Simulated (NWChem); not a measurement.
# TiO2 (titanium dioxide) at 4 levels

We compute a comparison of 4 runs (HF/STO-3G, HF/3-21G, HF/def2-SVP, B3LYP/6-31G*) of TiO2 (titanium dioxide). 

Program for the calculation: NWChem 7.3.0.

2 further runs of the same task are left out: 2 that didn't finish.

## Step 1: The molecule

TiO2: 3 atoms, total charge 0, spin state singlet. SMILES: `[O]=[Ti]=[O]`. The coordinates come from a PBE0-D4/def2-TZVP relaxation.

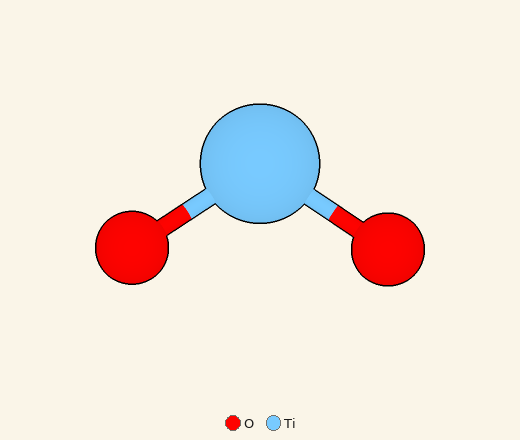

Viewed from a chosen angle; oxygen red, titanium blue.

## Step 2: Energy and forces at HF/STO-3G (run 1)

Input file input.nw:

```
start input
memory stack 880 mb heap 220 mb global 1100 mb

geometry noautosym nocenter noautoz
 O        0.921000       0.928800       0.444600
 Ti       0.135000      -0.492000       0.331600
 O       -1.056100      -0.436800      -0.776200
end

basis spherical bse
 * library STO-3G
end

scf
 thresh 1e-08
 maxiter 80
end

task scf gradient
```

Command:

```
$ nwchem input.nw > input.out
```

The log of the run:

```text
[...]
  functions       =    28
[...]
  wavefunction    = RHF
[...]
         Total SCF energy =   -987.452600758218
      One-electron energy =  -1609.538502757922
      Two-electron energy =    495.075973789945
 Nuclear repulsion energy =    127.009928209759
        Time for solution =      1.2s
[...]
                         RHF ENERGY GRADIENTS
    atom               coordinates                        gradient
                 x          y          z           x          y          z
   1 O       1.740438   1.755177   0.840172   -0.003905   0.006724  -0.006407
   2 Ti      0.255113  -0.929745   0.626633    0.004272  -0.015836   0.010605
   3 O      -1.995740  -0.825432  -1.466805   -0.000367   0.009112  -0.004199
[...]
```

Wall time 2 s (1 thread of Intel Xeon 6975P-C (Granite Rapids), shared host); peak memory 0.1 GiB.

## Step 3: Energy and gradient at HF/3-21G (run 2)

Input file o2ti.xyz:

```xyz
3
O2Ti
O      0.921000     0.928800     0.444600
Ti     0.135000    -0.492000     0.331600
O     -1.056100    -0.436800    -0.776200
```

Input file o2ti.nw:

```
start o2ti
title "O2Ti"
memory total 2200 mb

geometry noautosym nocenter noautoz
  load format xyz o2ti.xyz
end

basis spherical bse
  O library 3-21G
  Ti library 3-21G
end

scf
  thresh 1e-08
  maxiter 80
  noprint "final vectors analysis"
end

task scf gradient
```

Command:

```
$ nwchem o2ti.nw > o2ti.out
```

The log of the run:

```text
[...]
  functions       =    45
[...]
  wavefunction    = RHF
[...]
         Total SCF energy =   -993.127260085458
      One-electron energy =  -1617.263384133312
      Two-electron energy =    497.126195838095
 Nuclear repulsion energy =    127.009928209759
        Time for solution =      1.8s
[...]
                         RHF ENERGY GRADIENTS
    atom               coordinates                        gradient
                 x          y          z           x          y          z
   1 O       1.740438   1.755177   0.840172    0.013156   0.027503   0.000313
   2 Ti      0.255113  -0.929745   0.626633    0.008444  -0.030961   0.020818
   3 O      -1.995740  -0.825432  -1.466805   -0.021599   0.003457  -0.021131
[...]
```

It took 2.7 s on 1 thread of Intel Xeon 6975P-C (Granite Rapids), shared host; peak memory 0.1 GiB.

## Step 4: Energy and forces at HF/def2-SVP (run 3)

Input file work.nw:

```
start work
title "O2Ti"
memory 2200 mb
charge 0

geometry units angstrom noautosym nocenter noautoz
   O        0.921000       0.928800       0.444600
   Ti       0.135000      -0.492000       0.331600
   O       -1.056100      -0.436800      -0.776200
end

basis spherical bse
   * library def2-SVP
end

scf
   thresh 1e-08
   maxiter 80
end

task scf gradient
```

Command:

```
$ nwchem work.nw > work.out
```

The log of the run:

```text
[...]
  functions       =    59
[...]
  wavefunction    = RHF
[...]
         Total SCF energy =   -997.860456473313
      One-electron energy =  -1622.862009206604
      Two-electron energy =    497.991624523532
 Nuclear repulsion energy =    127.009928209759
        Time for solution =     10.3s
[...]
                         RHF ENERGY GRADIENTS
    atom               coordinates                        gradient
                 x          y          z           x          y          z
   1 O       1.740438   1.755177   0.840172    0.012057   0.034637  -0.003713
   2 Ti      0.255113  -0.929745   0.626633    0.012095  -0.044230   0.029770
   3 O      -1.995740  -0.825432  -1.466805   -0.024152   0.009594  -0.026057
[...]
```

Wall time 12 s (1 thread of Intel Xeon 6975P-C (Granite Rapids), shared host); peak memory 0.11 GiB.

## Step 5: Energy and forces at B3LYP/6-31G(d) (Cartesian functions) (run 4)

Input file o2ti.nw:

```
start o2ti
title "O2Ti"
memory stack 880 mb heap 220 mb global 1100 mb
charge 0
geometry units angstroms noautosym nocenter noautoz
  O      0.921000     0.928800     0.444600
  Ti     0.135000    -0.492000     0.331600
  O     -1.056100    -0.436800    -0.776200
end
basis "ao basis"
  O library 6-31G*
  Ti library 6-31G*
end
dft
  xc b3lyp
  grid xfine
  convergence energy 1e-08
  iterations 100
  mulliken
end
task dft gradient
```

Command:

```
$ nwchem o2ti.nw > o2ti.out
```

The log of the run:

```text
[...]
          Wavefunction type:  closed shell.
          No. of atoms     :     3
          No. of electrons :    38
[...]
          Charge           :     0
          Spin multiplicity:     1
[...]
          AO basis - number of functions:    69
[...]
              XC Information
              --------------
                         B3LYP Method XC Potential
                     Hartree-Fock (Exact) Exchange  0.200
                        Slater Exchange Functional  0.800 local
                    Becke 1988 Exchange Functional  0.720 non-local
              Lee-Yang-Parr Correlation Functional  0.810
                  VWN I RPA Correlation Functional  0.190 local
[...]
 d= 0,ls=0.0,diis     1   -999.0817381779 -1.13D+03  1.35D-01  6.20D+00     1.3
[...]
 d= 0,ls=0.5,diis    30   -999.9005826514 -9.40D-09  2.06D-06  3.99D-08    29.1
         Total DFT energy =     -999.900582656676
      One electron energy =    -1625.961357009561
           Coulomb energy =      558.373292547484
    Exchange-Corr. energy =      -59.322446404358
 Nuclear repulsion energy =      127.009928209759
[...]
      Total Density - Mulliken Population Analysis
     ---------------------------------------------
    Atom       Charge   Shell Charges
 -----------   ------   -------------------------------------------------------
    1 O    8     8.58   1.99  0.93  2.80  1.05  1.81  0.00
    2 Ti  22    20.84   2.00  2.00  5.99  2.02  6.04  0.02  0.26  0.02  0.08  1.24  1.19 -0.02
    3 O    8     8.58   1.99  0.93  2.80  1.05  1.81  0.00
[...]
  wavefunction    = closed shell
                         DFT ENERGY GRADIENTS
    atom               coordinates                        gradient
                 x          y          z           x          y          z
   1 O       1.740438   1.755177   0.840172   -0.001844  -0.005532   0.000667
   2 Ti      0.255113  -0.929745   0.626633   -0.002016   0.007162  -0.004873
   3 O      -1.995740  -0.825432  -1.466805    0.003861  -0.001629   0.004206
[...]
```

Run time: 33 s. Hardware: 1 thread of Intel Xeon 6975P-C (Granite Rapids), shared host; peak memory 0.14 GiB.

## Step 6: The series

```tsv
run	level	Cartesian functions	iteration cap	energy (Eh)	dipole moment (D)	HOMO energy (eV)	LUMO energy (eV)	wall time
1	HF/STO-3G	no	80	-987.452601	6.55	-6.47	3.17	2 s
2	HF/3-21G	no	80	-993.127260	7.78	–	–	2.7 s
3	HF/def2-SVP	no	80	-997.860456	7.98	-10.93	-0.63	12 s
4	B3LYP/6-31G* (Cartesian functions)	yes	100	-999.900583	6.58	-6.50	-3.01	33 s
```

## Step 7: What came out

```
                       quantity          value
            run 4: total energy  -999.90058 Eh
           run 4: dipole moment         6.58 D
             run 4: HOMO energy       -6.50 eV
             run 4: LUMO energy       -3.01 eV
           run 4: HOMO–LUMO gap        3.49 eV
run 4: largest force on an atom     0.457 eV/Å
```

**Reading.** The dipole moment (its size) runs from 6.55 D (HF/STO-3G) to 7.98 D (HF/def2-SVP). Over runs 1, 3, 4 the HOMO–LUMO gap runs from 3.49 eV (B3LYP/6-31G*) to 10.30 eV (HF/def2-SVP). The two ends differ in method and basis. In run 1 the basis is minimal, so the values are rough. All runs together took 50 s, the longest 33 s.
